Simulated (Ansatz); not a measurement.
Fields on a plane of MoS2 (space group P6_3/mmc)

```
MoS2
1.0
    3.12771     0.00000     0.00000
   -1.56385     2.70867     0.00000
    0.00000     0.00000    12.19912
Mo S
2 4
Direct
  0.00000   0.00000   0.25000
  0.00000   0.00000   0.75000
  0.33333   0.66667   0.37714
  0.66667   0.33333   0.62286
  0.66667   0.33333   0.87714
  0.33333   0.66667   0.12286
```

The slice is a (1 -1 0 0) plane (indices of the conventional cell) through the point (0.000, 0.000, 0.250) (fractional), spanned by u = [110] and v = [001] in vectors of this cell: u (3.13 Å) and v (12.20 Å, at 90° to u). It covers one period; positions are fractions (u, v).

Atoms on it: Mo at (0.00, 0.00); Mo at (0.00, 0.50). Other atoms lie within 1 Å of the plane.

Calculation: LDA (plane waves to 420 eV, PAW, scalar-relativistic; Ansatz, a quantum-chemistry and plane-wave program). k mesh 12×12×3. These are valence fields of a PAW run, semicore shells included where kept as valence: close to a nucleus they are smooth pseudo fields. MoS2 is run without spin polarisation. MoS2 was relaxed with its symmetry unable to fall.

```tsv
v \ u	0.00	0.12	0.25	0.38	0.50	0.62	0.75	0.88
0.88	-0.8	-0.7	-0.5	-0.3	-0.2	-0.3	-0.5	-0.7
0.75	-1.8	-1.7	-1.5	-1.3	-1.2	-1.3	-1.5	-1.7
0.62	-0.8	-0.7	-0.5	-0.3	-0.2	-0.3	-0.5	-0.7
0.50	0.8	0.8	0.3	-0.4	-0.6	-0.4	0.3	0.8
0.38	-0.8	-0.7	-0.5	-0.3	-0.2	-0.3	-0.5	-0.7
0.25	-1.8	-1.7	-1.5	-1.3	-1.2	-1.3	-1.5	-1.7
0.12	-0.8	-0.7	-0.5	-0.3	-0.2	-0.3	-0.5	-0.7
0.00	0.8	0.8	0.3	-0.4	-0.6	-0.4	0.3	0.8
```

Values: log₁₀ of the valence density in e/Å³. The scale is logarithmic, as a density can span decades between atoms and voids.

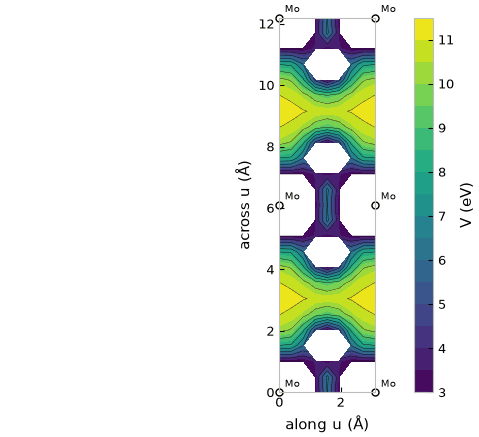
*Electrostatic potential energy of an electron, from the cell's mean, in eV, one period of the plane, atoms marked. Points within 1 Å of a nucleus are left white, as the pseudised field means little there. Values under 3 eV are set to 3. The zero, the cell's mean, hangs on the PAW cores.*
